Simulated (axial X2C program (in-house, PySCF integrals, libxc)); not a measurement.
**GaN: bond curves with and without spin–orbit coupling**

What are the state, bond length, wavenumber and bond energy of GaN, and what does spin–orbit coupling change?

Program: an in-house X2C program for linear molecules on PySCF integrals. Level of theory: all-electron X2C, Ga dyall-cv3z, N dyall-av3z. These are calculated values, not measurements.

**1. Input**

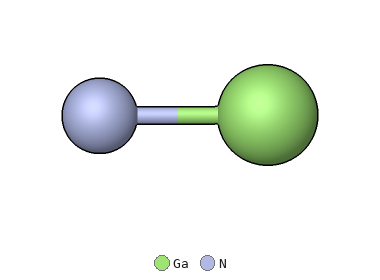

The two atoms at 1.770 Å (gallium green, nitrogen light blue).

Input file task.json:

```json
{
 "zs": [
  31,
  7
 ],
 "q": 0,
 "bas": [
  "dyall-cv3z",
  "dyall-av3z"
 ],
 "levels": [
  "PBE0",
  "HF",
  "M06"
 ],
 "cc": true,
 "r0": 1.77,
 "thr": -1.0,
 "nmax": 90,
 "npts": 10,
 "nst": 2,
 "ntry": 6
}
```

Keys: zs atomic numbers; q charge; bas basis sets; levels methods (HF also brings MP2); cc coupled cluster on or off; r0 starting distance in Å; thr threshold in hartree for freezing inner shells (an s shell follows its p shell); nmax most natural virtual spinors; npts points asked for on the curve; nst determinants followed; ntry starts of the search.

On the command line:

```console
> python so2c.py task.json out
```

Spin-free means the one-electron spin-free X2C Hamiltonian; two-component (2c) means X2C with spin–orbit coupling and atomic mean-field two-electron Coulomb and Gaunt terms. Basis: Ga dyall-cv3z contracted to [9s9p7d4f1g], N dyall-av3z contracted to [7s7p3d2f]; Gaussian nuclei, density fitting. Masses: Ga 68.926 u, N 14.003 u.

Notation: σ, π±, δ± give the projection m of an orbital's angular momentum (0, ±1, ±2), α and β its spin, Λ and M_S the sums; ω is the projection of a spinor's total angular momentum and Ω the sum. Logs are in hartree.

The results follow Hamiltonian by Hamiltonian and level by level.

**2. State search with PBE0**

PBE0 moves the distance from 1.770 Å to 2.004 Å and compares determinants there.

Spin-free determinants:

| ΔE (eV) | state | open shells |
| --- | --- | --- |
| 0.00 | M_S = 1, Λ = 0 | beyond closed shells: π+α, π-α |
| 0.40 | M_S = 1, Λ = 1 | beyond closed shells: σα, π+α, π+β, π-α |
| 0.81 | M_S = 0, Λ = 1 | beyond closed shells: σβ, π+α, π+β, π-α |
| 1.52 | M_S = 0, Λ = 2 | beyond closed shells: π+α, π+β |
| 1.52 | M_S = 0, Λ = 0 | beyond closed shells: π+β, π-α |
| 2.48 | M_S = 2, Λ = 1 | beyond closed shells: σα, 2 × π+α, π-α |
| 3.44 | M_S = 1, Λ = 1 | beyond closed shells: σβ, 2 × π+α, π-α |

Two-component determinants:

```tsv
ΔE (eV)	state	open shells
0.00	Ω = 1	excess of +ω over −ω: ω = -1/2, ω = 3/2
0.38	Ω = 2	excess of +ω over −ω: ω = 1/2, ω = 3/2
0.82	Ω = 1	excess of +ω over −ω: 2 × ω = 1/2
1.36	Ω = 0	closed shell
1.50	Ω = 0	closed shell
2.52	Ω = 3	excess of +ω over −ω: 2 × ω = 3/2
3.40	Ω = 0	excess of +ω over −ω: 3 × ω = 1/2, ω = -3/2
```

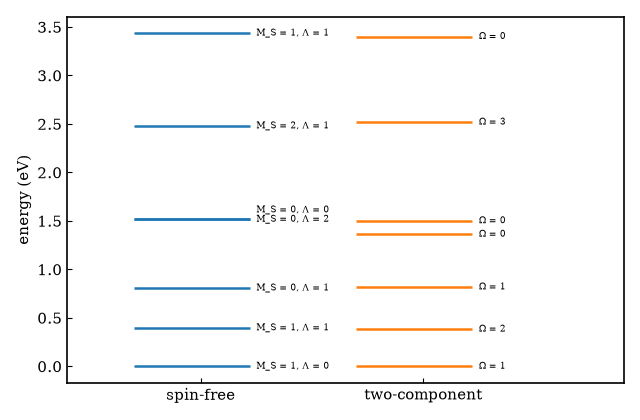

The determinants found, each set from its own lowest.

**3. PBE0, spin-free**

State followed: M_S = 1, Λ = 0 (beyond closed shells: π+α, π-α). The scan is laid around 2.004 Å, a first estimate of the minimum, and this SCF restarts from the orbitals of the search.

The SCF at the reference distance of 2.004 Å:

```text
spin-free X2C-1e  PBE0
basis functions 165  fitting functions 915  grid points 5077
iter        total energy     max residual
   1      -1998.292345448     6.48e-05
   2      -1998.292345530     3.82e-05
   3      -1998.292345550     2.47e-05
   4      -1998.292345559     4.58e-06
converged
one-electron -2897.28120605  Coulomb 924.32817267  exact exchange -20.25180261  xc functional -62.38863471  nuclear repulsion 57.30112513
```

Along the bond, energies from the lowest point:

| R (Å) | E (eV) | μ (D) | HOMO (eV) | LUMO (eV) | iterations |
| --- | --- | --- | --- | --- | --- |
| 1.744 | 0.5356 | -0.72 | -6.14 | -3.84 | 27 |
| 1.824 | 0.2165 | -1.09 | -6.14 | -3.55 | 23 |
| 1.884 | 0.0824 | -1.38 | -6.11 | -3.36 | 22 |
| 1.944 | 0.0157 | -1.66 | -6.07 | -3.18 | 22 |
| 2.004 | 0.0000 | -1.94 | -6.01 | -3.02 | 4 |
| 2.074 | 0.0300 | -2.27 | -5.93 | -2.86 | 23 |
| 2.144 | 0.0980 | -2.58 | -5.84 | -2.72 | 20 |
| 2.235 | 0.2233 | -2.97 | -5.70 | -2.59 | 23 |
| 2.345 | 0.4115 | -3.42 | -5.51 | -2.48 | 23 |
| 2.505 | 0.7137 | -3.96 | -5.22 | -2.41 | 22 |

Dipoles are positive if N is the positive end.

Outer orbitals at the reference distance:

```
symmetry  occupied  ε (eV)             atomic character
      σα       yes  -22.88            79% Ga d, 18% N s
     δ-α       yes  -22.67                    100% Ga d
     δ+α       yes  -22.67                    100% Ga d
     δ-β       yes  -22.65                    100% Ga d
     δ+β       yes  -22.65                    100% Ga d
      σβ       yes  -22.59             97% Ga d, 2% N s
     π-α       yes  -22.48                    100% Ga d
     π+α       yes  -22.48                    100% Ga d
     π-β       yes  -22.45                    100% Ga d
     π+β       yes  -22.45                    100% Ga d
      σα       yes  -20.95   62% N s, 26% Ga d, 6% Ga p
      σβ       yes  -17.66    74% N s, 8% Ga p, 8% Ga d
      σα       yes  -10.54    45% Ga s, 44% N p, 6% N s
      σβ       yes   -9.94    50% Ga s, 35% N p, 9% N s
     π+α       yes   -8.86    90% N p, 5% Ga p, 3% Ga d
     π-α       yes   -8.86    90% N p, 5% Ga p, 3% Ga d
      σα       yes   -6.66  45% N p, 24% Ga s, 24% Ga p
      σβ       yes   -6.01  51% N p, 27% Ga p, 16% Ga s
     π-β        no   -3.02            56% N p, 41% Ga p
     π+β        no   -3.02            56% N p, 41% Ga p
     π+α        no   -1.52    80% Ga p, 10% N p, 6% N d
     π-α        no   -1.52    80% Ga p, 10% N p, 6% N d
```

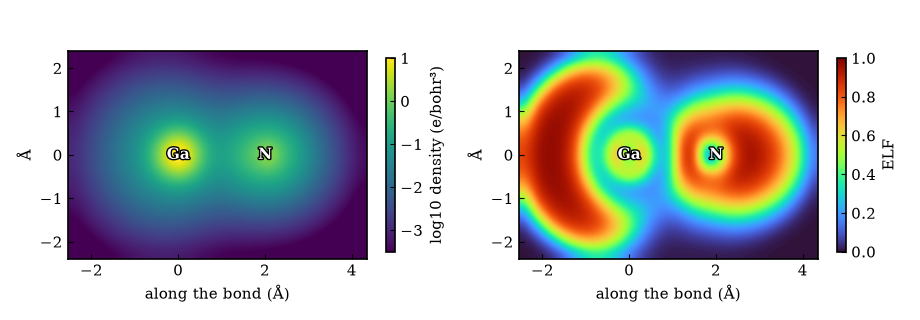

PBE0 fields in a plane through the axis, from a grid of 0.3 Å; Ga lies at z = 0 and N at z = 2.004 Å; the ELF is damped to zero where the density is low.

Re = 1.996 Å, ωe = 509 cm⁻¹, ωexe = 2.99 cm⁻¹, Be = 0.3637 cm⁻¹, De = 2.25 eV, μ = -1.90 D.

**4. HF, spin-free**

The SCF at the reference distance of 2.004 Å:

```text
spin-free X2C-1e  HF
basis functions 165  fitting functions 915  grid points 5077
iter        total energy     max residual
   1      -1996.659118670     2.81e-01
   2      -1996.685785483     1.30e-02
   3      -1996.687076008     2.29e-02
   4      -1996.687727680     4.77e-03
   5      -1996.687787389     1.09e-03
   6      -1996.687829943     1.84e-03
   7      -1996.687836982     7.48e-04
   8      -1996.687839479     1.28e-04
   9      -1996.687839870     1.64e-04
  10      -1996.687839968     4.82e-05
  11      -1996.687839980     8.21e-06
  12      -1996.687839982     5.92e-06
  13      -1996.687839982     1.86e-06
converged
one-electron -2897.72966492  Coulomb 924.90951282  exact exchange -81.16881302  xc functional 0.00000000  nuclear repulsion 57.30112513
```

Re = 1.984 Å, ωe = 531 cm⁻¹, Be = 0.3681 cm⁻¹, De = 0.610 eV, μ = -1.94 D.

**5. M06, spin-free**

Output at 2.004 Å:

```text
spin-free X2C-1e  M06
basis functions 165  fitting functions 915  grid points 5077
iter        total energy     max residual
   1      -1998.584202134     1.48e-01
   2      -1998.589255604     4.46e-03
   3      -1998.589566452     5.42e-03
   4      -1998.589638894     8.63e-04
   5      -1998.589647209     5.21e-04
   6      -1998.589648397     2.25e-04
   7      -1998.589648551     1.36e-04
   8      -1998.589648691     1.77e-05
   9      -1998.589648694     4.27e-06
converged
one-electron -2897.38939052  Coulomb 924.45114162  exact exchange -21.87411120  xc functional -61.07841373  nuclear repulsion 57.30112513
```

Re = 2.007 Å, ωe = 495 cm⁻¹, ωexe = 3.24 cm⁻¹, Be = 0.3594 cm⁻¹, De = 2.19 eV, μ = -2.28 D.

**6. MP2 and beyond, spin-free**

Correlated methods: 8 electrons correlated (frozen shells, counted by type: Ga 3 s, 2 p, 1 d; N 1 s), 260 virtual spinors in MP2, 90 natural virtuals in coupled cluster.

Output of the correlated part at 2.004 Å:

```text
correlated 8  virtual 260  natural virtual 90  E(MP2) -0.182954418  MP2 remainder -0.004656644
iter   CCSD correlation   residual
   1     -0.196432444   1.16e-01
   2     -0.204749453   5.03e-02
   3     -0.205654768   1.65e-02
   4     -0.205718923   6.80e-03
   5     -0.205802642   2.91e-03
   6     -0.205815455   1.31e-03
   7     -0.205821538   4.71e-04
   8     -0.205826270   1.73e-04
   9     -0.205824651   8.11e-05
  10     -0.205824367   3.70e-05
  11     -0.205823894   1.08e-05
  12     -0.205823857   4.01e-06
  13     -0.205823837   1.79e-06
  14     -0.205823837   7.95e-07
(T) -0.006996261  T1 0.0261  D1 0.0387  max T2 0.072
```

T1 in the output is the amplitude norm over the root of the electron number; divide by √2 for the Lee–Taylor value.

MP2: Re = 2.001 Å, ωe = 529 cm⁻¹, Be = 0.3618 cm⁻¹, De = 1.92 eV.

CCSD: Re = 2.009 Å, ωe = 509 cm⁻¹, ωexe = 3.15 cm⁻¹, Be = 0.3589 cm⁻¹, De = 1.90 eV. T1 at Re = 0.019 (Lee–Taylor, the printed value over √2).

CCSD(T): Re = 2.015 Å, ωe = 501 cm⁻¹, ωexe = 2.96 cm⁻¹, Be = 0.3566 cm⁻¹, De = 2.00 eV. T1 at Re = 0.019 (Lee–Taylor, the printed value over √2).

**7. A higher determinant, spin-free**

State: M_S = 1, Λ = 1 (beyond closed shells: σα, π+α, π+β, π-α).

Output at the reference distance:

```text
spin-free X2C-1e  PBE0
basis functions 165  fitting functions 915  grid points 5077
iter        total energy     max residual
   1      -1998.277786888     6.01e-05
   2      -1998.277786919     3.37e-05
   3      -1998.277786926     2.45e-05
   4      -1998.277786935     9.05e-06
converged
one-electron -2896.84682981  Coulomb 923.85564378  exact exchange -20.23491021  xc functional -62.35281583  nuclear repulsion 57.30112513
```

| R (Å) | E above the lowest PBE0 point (eV) |
| --- | --- |
| 1.744 | 0.328 |
| 1.824 | 0.241 |
| 1.884 | 0.252 |
| 1.944 | 0.308 |
| 2.004 | 0.396 |
| 2.074 | 0.525 |
| 2.144 | 0.671 |
| 2.235 | 0.870 |
| 2.345 | 1.113 |

Re = 1.841 Å, ωe = 607 cm⁻¹, ωexe = 4.45 cm⁻¹, Be = 0.4276 cm⁻¹, μ = -2.77 D. Te = 0.24 eV.

**8. The spin-free curves together**

Energy (eV) of the followed determinant, spin-free, from each level's lowest point:

| R (Å) | PBE0 | HF | MP2 | CCSD | CCSD(T) | M06 |
| --- | --- | --- | --- | --- | --- | --- |
| 1.744 | 0.536 | 0.528 | 0.599 | n/a | n/a | 0.573 |
| 1.824 | 0.217 | 0.201 | 0.248 | 0.259 | 0.271 | 0.241 |
| 1.884 | 0.082 | 0.069 | 0.098 | 0.106 | 0.115 | 0.098 |
| 1.944 | 0.016 | 0.008 | 0.021 | 0.026 | 0.030 | 0.023 |
| 2.004 | 0.000 | 0.000 | 0.000 | 0.000 | 0.000 | 0.000 |
| 2.074 | 0.030 | 0.040 | 0.029 | 0.021 | 0.016 | 0.021 |
| 2.144 | 0.098 | 0.117 | 0.103 | 0.082 | 0.073 | 0.079 |
| 2.235 | 0.223 | 0.247 | 0.254 | 0.201 | 0.187 | 0.192 |
| 2.345 | 0.411 | 0.415 | 0.529 | n/a | n/a | 0.363 |
| 2.505 | 0.714 | 0.593 | 1.023 | n/a | n/a | 0.642 |

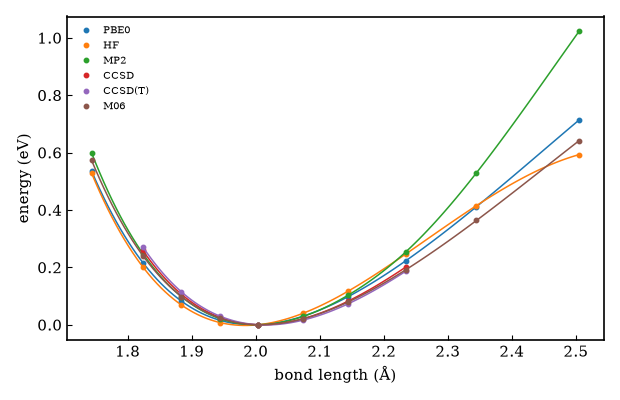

Curves of the followed state, spin-free, each from its own lowest point.

**9. PBE0, 2c**

State followed: Ω = 1 (excess of +ω over −ω: ω = -1/2, ω = 3/2). The scan is laid around 2.004 Å, a first estimate of the minimum, and this SCF restarts from the orbitals of the search.

The SCF at the reference distance of 2.004 Å:

```text
two-component X2C + atomic mean field  PBE0
basis functions 165  fitting functions 915  grid points 5077
iter        total energy     max residual
   1      -1997.685915513     3.43e-05
   2      -1997.685915516     1.13e-05
converged
one-electron -2895.74535593  Coulomb 924.01979765  exact exchange -20.24545091  xc functional -62.36904961  nuclear repulsion 57.30112513  atomic mean-field constant -0.64698184
```

Along the bond, energies from the lowest point:

| R (Å) | E (eV) | μ (D) | HOMO (eV) | LUMO (eV) | iterations |
| --- | --- | --- | --- | --- | --- |
| 1.744 | 0.5361 | -0.73 | -6.14 | -3.85 | 35 |
| 1.824 | 0.2171 | -1.09 | -6.14 | -3.57 | 29 |
| 1.884 | 0.0829 | -1.37 | -6.11 | -3.37 | 32 |
| 1.944 | 0.0159 | -1.66 | -6.07 | -3.20 | 25 |
| 2.004 | 0.0000 | -1.94 | -6.01 | -3.04 | 2 |
| 2.074 | 0.0298 | -2.26 | -5.93 | -2.88 | 24 |
| 2.144 | 0.0975 | -2.58 | -5.84 | -2.74 | 22 |
| 2.235 | 0.2226 | -2.97 | -5.70 | -2.61 | 23 |
| 2.345 | 0.4105 | -3.42 | -5.51 | -2.50 | 23 |
| 2.505 | 0.7123 | -3.96 | -5.22 | -2.44 | 21 |

Dipoles are positive if N is the positive end.

Outer spinors at the reference distance:

```tsv
ω	occupied	ε (eV)	atomic character	λ mixture
1/2	yes	-22.97	84% Ga d, 14% N s	84% σ, 16% π
-3/2	yes	-22.90	100% Ga d	90% δ, 10% π
3/2	yes	-22.89	100% Ga d	89% δ, 11% π
-1/2	yes	-22.79	98% Ga d	52% σ, 48% π
5/2	yes	-22.50	100% Ga d	100% δ
-5/2	yes	-22.49	100% Ga d	100% δ
1/2	yes	-22.47	94% Ga d, 5% N s	84% π, 16% σ
-1/2	yes	-22.38	98% Ga d	52% π, 48% σ
3/2	yes	-22.35	100% Ga d	89% π, 11% δ
-3/2	yes	-22.32	100% Ga d	90% π, 10% δ
1/2	yes	-20.95	62% N s, 27% Ga d, 6% Ga p	100% σ
-1/2	yes	-17.66	74% N s, 8% Ga p, 8% Ga d	100% σ
1/2	yes	-10.54	45% Ga s, 44% N p, 6% N s	100% σ
-1/2	yes	-9.94	50% Ga s, 35% N p, 9% N s	100% σ
-1/2	yes	-8.86	90% N p, 5% Ga p, 3% Ga d	100% π
3/2	yes	-8.85	91% N p, 5% Ga p, 3% Ga d	100% π
1/2	yes	-6.66	45% N p, 24% Ga s, 24% Ga p	100% σ
-1/2	yes	-6.01	51% N p, 27% Ga p, 16% Ga s	100% σ
1/2	no	-3.04	55% N p, 41% Ga p	100% π
-3/2	no	-3.00	56% N p, 40% Ga p	100% π
-1/2	no	-1.55	79% Ga p, 10% N p, 6% N d	100% π
3/2	no	-1.49	80% Ga p, 10% N p, 6% N d	100% π
```

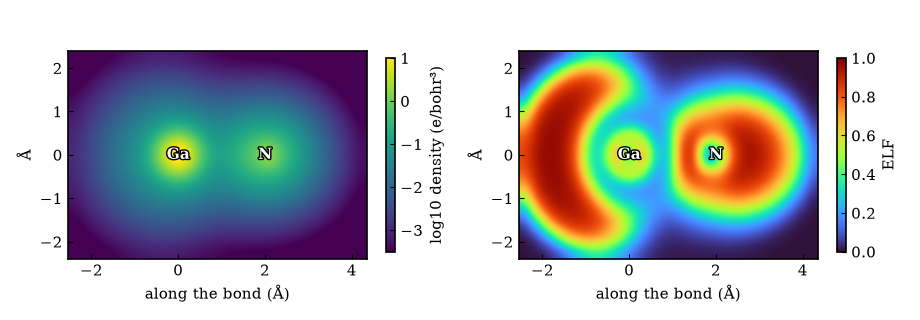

PBE0 fields in a plane through the axis, from a grid of 0.3 Å; Ga lies at z = 0 and N at z = 2.004 Å; the ELF is damped to zero where the density is low.

Re = 1.996 Å, ωe = 509 cm⁻¹, ωexe = 2.99 cm⁻¹, Be = 0.3636 cm⁻¹, De = 2.25 eV, μ = -1.90 D.

**10. HF, 2c**

The SCF at the reference distance of 2.004 Å:

```text
two-component X2C + atomic mean field  HF
basis functions 165  fitting functions 915  grid points 5077
iter        total energy     max residual
   1      -1996.053218650     2.81e-01
   2      -1996.079869736     1.30e-02
   3      -1996.081159562     2.29e-02
   4      -1996.081808481     4.78e-03
   5      -1996.081868189     1.08e-03
   6      -1996.081910830     1.85e-03
   7      -1996.081917977     7.54e-04
   8      -1996.081920593     1.22e-04
   9      -1996.081921060     1.82e-04
  10      -1996.081921239     6.47e-05
  11      -1996.081921319     4.42e-05
  12      -1996.081921416     8.68e-05
  13      -1996.081921537     1.11e-04
  14      -1996.081921654     7.63e-05
  15      -1996.081921711     2.41e-05
  16      -1996.081921724     7.49e-06
  17      -1996.081921726     6.62e-06
  18      -1996.081921727     3.59e-06
  19      -1996.081921728     2.87e-06
converged
one-electron -2896.19185457  Coulomb 924.59909268  exact exchange -81.14330314  xc functional 0.00000000  nuclear repulsion 57.30112513  atomic mean-field constant -0.64698184
```

Re = 1.984 Å, ωe = 531 cm⁻¹, Be = 0.368 cm⁻¹, De = 0.527 eV, μ = -1.95 D.

**11. M06, 2c**

Output at 2.004 Å:

```text
two-component X2C + atomic mean field  M06
basis functions 165  fitting functions 915  grid points 5077
iter        total energy     max residual
   1      -1997.977794869     1.48e-01
   2      -1997.982845430     4.53e-03
   3      -1997.983157002     5.43e-03
   4      -1997.983229599     8.77e-04
   5      -1997.983237923     5.21e-04
   6      -1997.983239113     2.24e-04
   7      -1997.983239267     1.36e-04
   8      -1997.983239408     1.64e-05
   9      -1997.983239411     4.22e-06
converged
one-electron -2895.85302138  Coulomb 924.14224045  exact exchange -21.86725220  xc functional -61.05934957  nuclear repulsion 57.30112513  atomic mean-field constant -0.64698184
```

Re = 2.008 Å, ωe = 495 cm⁻¹, ωexe = 3.24 cm⁻¹, Be = 0.3593 cm⁻¹, De = 2.05 eV, μ = -2.28 D.

**12. MP2 and beyond, 2c**

Correlated methods: 8 electrons correlated (frozen shells, counted by type: Ga 3 s, 2 p, 1 d; N 1 s), 260 virtual spinors in MP2, 90 natural virtuals in coupled cluster.

Output of the correlated part at 2.004 Å:

```text
correlated 8  virtual 260  natural virtual 90  E(MP2) -0.182926937  MP2 remainder -0.004656390
iter   CCSD correlation   residual
   1     -0.196402036   1.16e-01
   2     -0.204715282   5.03e-02
   3     -0.205620917   1.66e-02
   4     -0.205685785   6.83e-03
   5     -0.205770246   2.94e-03
   6     -0.205783310   1.34e-03
   7     -0.205789525   4.96e-04
   8     -0.205794392   2.04e-04
   9     -0.205792615   1.14e-04
  10     -0.205792354   6.93e-05
  11     -0.205791550   4.22e-05
  12     -0.205791587   2.97e-05
  13     -0.205791696   1.77e-05
  14     -0.205791834   8.37e-06
  15     -0.205791899   4.22e-06
  16     -0.205791890   2.34e-06
(T) -0.006995285  T1 0.0262  D1 0.0393  max T2 0.073
```

MP2: Re = 2.001 Å, ωe = 529 cm⁻¹, Be = 0.3616 cm⁻¹, De = 1.87 eV.

CCSD: Re = 2.009 Å, ωe = 508 cm⁻¹, ωexe = 3.15 cm⁻¹, Be = 0.3588 cm⁻¹, De = 1.84 eV. T1 at Re = 0.019 (Lee–Taylor, the printed value over √2).

CCSD(T): Re = 2.016 Å, ωe = 501 cm⁻¹, ωexe = 2.93 cm⁻¹, Be = 0.3565 cm⁻¹, De = 1.94 eV. T1 at Re = 0.019 (Lee–Taylor, the printed value over √2).

**13. A higher determinant, 2c**

State: Ω = 2 (excess of +ω over −ω: ω = 1/2, ω = 3/2).

Output at the reference distance:

```text
two-component X2C + atomic mean field  PBE0
basis functions 165  fitting functions 915  grid points 5077
iter        total energy     max residual
   1      -1997.671846508     9.15e-05
   2      -1997.671846572     4.54e-05
   3      -1997.671846605     7.46e-05
   4      -1997.671846617     2.15e-05
   5      -1997.671846621     2.30e-05
   6      -1997.671846623     6.97e-06
converged
one-electron -2895.31775016  Coulomb 923.55365751  exact exchange -20.22856646  xc functional -62.33333080  nuclear repulsion 57.30112513  atomic mean-field constant -0.64698184
```

| R (Å) | E above the lowest PBE0 point (eV) |
| --- | --- |
| 1.744 | 0.313 |
| 1.824 | 0.227 |
| 1.884 | 0.239 |
| 1.944 | 0.295 |
| 2.004 | 0.383 |
| 2.074 | 0.511 |
| 2.144 | 0.657 |
| 2.235 | 0.856 |
| 2.345 | 1.096 |

Re = 1.840 Å, ωe = 607 cm⁻¹, ωexe = 4.48 cm⁻¹, Be = 0.4277 cm⁻¹, μ = -2.76 D. Te = 0.23 eV.

**14. The 2c curves together**

Energy (eV) of the followed determinant, 2c, from each level's lowest point:

| R (Å) | PBE0 | HF | MP2 | CCSD | CCSD(T) | M06 |
| --- | --- | --- | --- | --- | --- | --- |
| 1.744 | 0.536 | 0.529 | 0.606 | n/a | n/a | 0.574 |
| 1.824 | 0.217 | 0.202 | 0.249 | 0.259 | 0.272 | 0.242 |
| 1.884 | 0.083 | 0.070 | 0.099 | 0.107 | 0.115 | 0.099 |
| 1.944 | 0.016 | 0.008 | 0.021 | 0.026 | 0.030 | 0.024 |
| 2.004 | 0.000 | 0.000 | 0.000 | 0.000 | 0.000 | 0.000 |
| 2.074 | 0.030 | 0.040 | 0.029 | 0.021 | 0.016 | 0.021 |
| 2.144 | 0.098 | 0.116 | 0.103 | 0.082 | 0.073 | 0.079 |
| 2.235 | 0.223 | 0.246 | 0.254 | 0.201 | 0.186 | 0.191 |
| 2.345 | 0.410 | 0.413 | 0.531 | n/a | n/a | 0.362 |
| 2.505 | 0.712 | 0.588 | 1.037 | n/a | n/a | 0.640 |

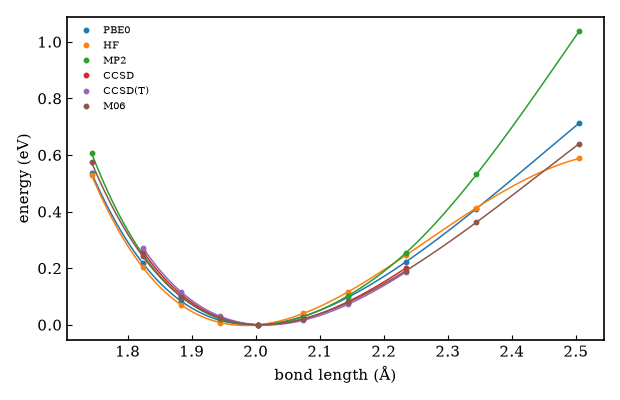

Curves of the followed state, 2c, each from its own lowest point.

Time for the job: 2.6 min (1 thread of Arm Neoverse V1, shared host); peak memory 0.54 GiB.

**15. Constants**

Lowest determinant that the search found at its distance, spin-free: M_S = 1, Λ = 0 (beyond closed shells: π+α, π-α).

Lowest determinant that the search found at its distance, 2c: Ω = 1 (excess of +ω over −ω: ω = -1/2, ω = 3/2).

```tsv
Hamiltonian	level	Re (Å)	ωe (cm⁻¹)	De (eV)	μ (D)
spin-free	PBE0	1.996	509	2.25	-1.90
spin-free	HF	1.984	531	0.610	-1.94
spin-free	MP2	2.001	529	1.92	n/a
spin-free	CCSD	2.009	509	1.90	n/a
spin-free	CCSD(T)	2.015	501	2.00	n/a
spin-free	M06	2.007	495	2.19	-2.28
2c	PBE0	1.996	509	2.25	-1.90
2c	HF	1.984	531	0.527	-1.95
2c	MP2	2.001	529	1.87	n/a
2c	CCSD	2.009	508	1.84	n/a
2c	CCSD(T)	2.016	501	1.94	n/a
2c	M06	2.008	495	2.05	-2.28
```

Dipoles are positive if N is the positive end.

Time per point (s) on 1 thread of Arm Neoverse V1, shared host (2c runs; CCSD comes with the CCSD(T) run); the times are rough: PBE0 1, HF 0.93, MP2 1, CCSD(T) 3.8, M06 1.6.

**Reading.** At CCSD(T), going from spin-free to two-component changes Re by 0 mÅ, ωe by -0.1 %; the spin-free picture holds up (part of it comes from the scalar share of the two-electron terms). De moves by -0.05 eV; both De rest on single-determinant atoms, which can miss part of an open shell's spin–orbit lowering.

De refers to Ga + N, each in the lowest determinant found, which need not be this curve's own limit. Each curve is one determinant whose occupation by symmetry is held fixed; it was picked as the lowest of a PBE0 search that is not exhaustive. De is counted from the lowest determinant-based energies of the atoms at the same level, without counterpoise correction. Density functionals use the spin component along the axis (collinear). Coupled cluster ran in a truncated set of natural virtual spinors; the MP2 energy of the rest was added. The meta-GGAs lack a current-density term, which matters for open shells with orbital currents, atoms included. With several unpaired electrons one determinant need not be a pure state. The spin-free determinant is spin-contaminated at some levels, which hurts MP2 most. With the outer-core shells frozen, correlated bond lengths of heavy atoms tend to come out a few hundredths of an ångström too long.
